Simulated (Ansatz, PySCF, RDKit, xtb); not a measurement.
C2H6 (SMILES CC) and C2H6O (SMILES COC) are pulled apart as rigid monomers along the line of their centres of mass, from the B3LYP-D3(BJ)/def2-TZVP minimum. Starting geometry (charge 0, multiplicity 1):
```xyz
17

C     -0.3239     0.7615     0.0300
C      0.1725    -0.6803    -0.0351
H     -1.3851     0.8256    -0.2208
H      0.2178     1.3972    -0.6736
H     -0.1888     1.1746     1.0301
H     -0.3752    -1.3199     0.6602
H      1.2313    -0.7461     0.2239
H      0.0506    -1.1033    -1.0346
C      1.1772    -0.3383     3.6993
O      0.1022     0.5568     3.5189
C     -1.1521    -0.0592     3.7064
H      1.1248    -1.1746     2.9907
H      1.1918    -0.7452     4.7190
H      2.0969     0.2181     3.5250
H     -1.3048    -0.8819     2.9959
H     -1.9160     0.6988     3.5408
H     -1.2548    -0.4562     4.7249
```

Interaction energies with rigid monomers; basis-set methods are counterpoise corrected unless marked otherwise.

Rows in 6-31G* carry no dispersion term and start afresh at each structure (6-31G* with six Cartesian d functions).

Run with Ansatz (a first-principles code); PySCF for 6-31G* rows; RDKit for the force fields; xtb for the GFN methods. Values without a source in brackets are computed.

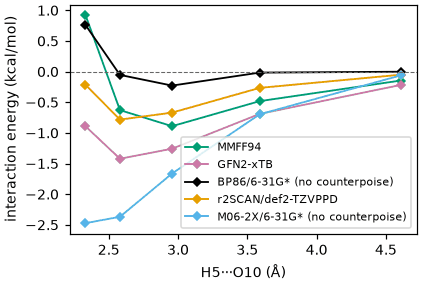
Figure. Interaction energy against separation

Q: Which level binds most strongly at H5···O10 = 2.58, and by how much?

A: M06-2X/6-31G* (no counterpoise), -2.4 kcal/mol.
